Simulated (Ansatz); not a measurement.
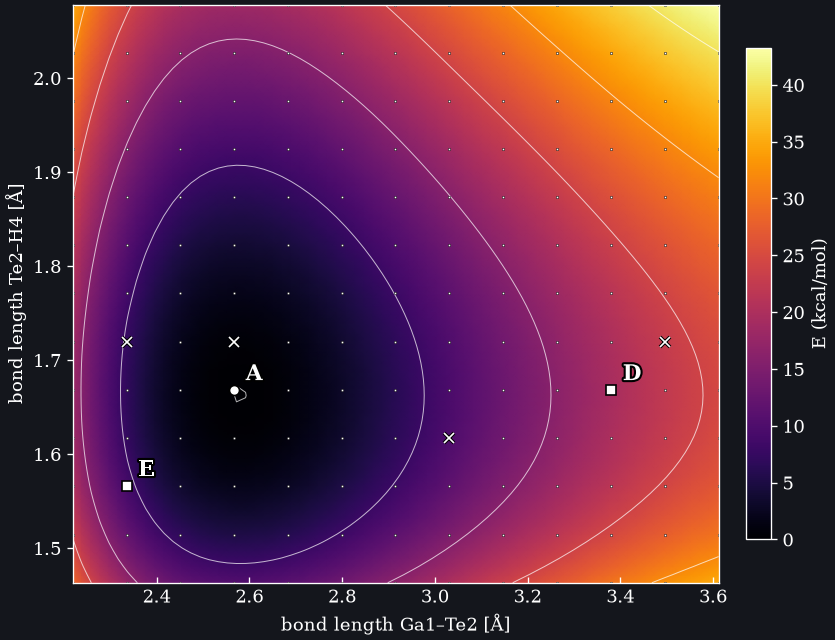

GaH2Te, SMILES [GaH][TeH], spin multiplicity 2. First axis: bond length Ga1–Te2. Second axis: bond length Te2–H4. Nothing is relaxed (all other coordinates rigid). The scan uses a 13 × 13 grid. At 4 points there is no value. Energies: kcal/mol, counted from the lowest grid point. The calculation used Ansatz, UKS B3LYP-D4/def2-TZVP.

Drawn: a smooth colour map with a few white contour lines, crosses at grid points without a value, dots at the grid points, lettered points. Between grid points the surface is interpolated.

### Is D the lowest point of the computed grid?

No. D lies 19.5 kcal/mol above the lowest grid point, which is at bond length Ga1–Te2 = 2.567 Å, bond length Te2–H4 = 1.668 Å.

### What kind of point is each of A, D, E: minimum, saddle, maximum or slope?

A: minimum; D: on a slope; E: on a slope. (In these two coordinates alone; a stationary point may lie a little off the grid point.)
